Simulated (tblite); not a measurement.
# C4H10ClFSi2: the cost of one run

Computed with tblite 0.8.0 and PySCF 2.14.0, with density-fitted response routines of our own, on a single molecule in the gas phase. Atoms are numbered from 0 throughout.

### Step 1. The starting structure

18 atoms, charge 0, multiplicity 1; geometry from: force field or distance geometry start.

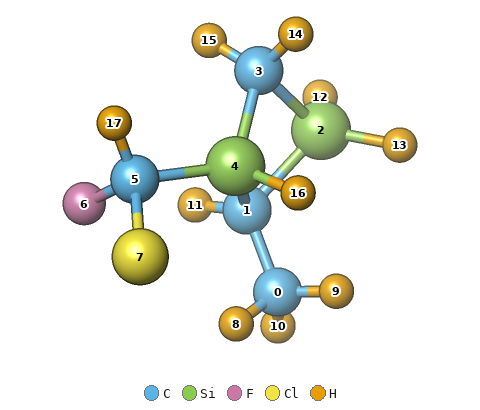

The starting geometry (carbon blue, silicon green, fluorine pink, chlorine yellow, hydrogen amber), atoms numbered.

### Step 2. Optimising the geometry with GFN2-xTB

Job settings and geometry (Å):

```
{"job": {"kind": "relax", "xc": "GFN2-xTB", "basis": "xTB"}, "charge": 0, "multiplicity": 1}
C     -1.257300     1.643400     0.148300
C     -0.682000     0.479900    -0.586100
Si    -1.533200    -1.163500    -0.383800
C      0.185700    -1.888000    -0.261900
Si     0.657100    -0.275900     0.520200
C      2.327700     0.394000     0.145100
F      2.299500     1.097700    -1.057400
Cl     2.732500     1.545700     1.468300
H     -0.413200     2.321700     0.419200
H     -1.729400     1.309800     1.098400
H     -1.946000     2.244700    -0.481600
H     -0.369400     0.692200    -1.609100
H     -2.216300    -1.609700    -1.591900
H     -2.290900    -1.342100     0.853200
H      0.226700    -2.698400     0.489900
H      0.654000    -2.100000    -1.223900
H      0.272700    -0.204800     1.920500
H      3.073300    -0.440400     0.120900
```

On the command line:

```bash
$ OMP_NUM_THREADS=1 python probes_run.py task.json out
```

One launch serves the whole session: the jobs run in the order shown.

**Question.** How long does this first job take on 1 thread of Arm Neoverse N1, shared host, and how much memory does it need?

About 3 s, with a peak of 0.18 GiB.
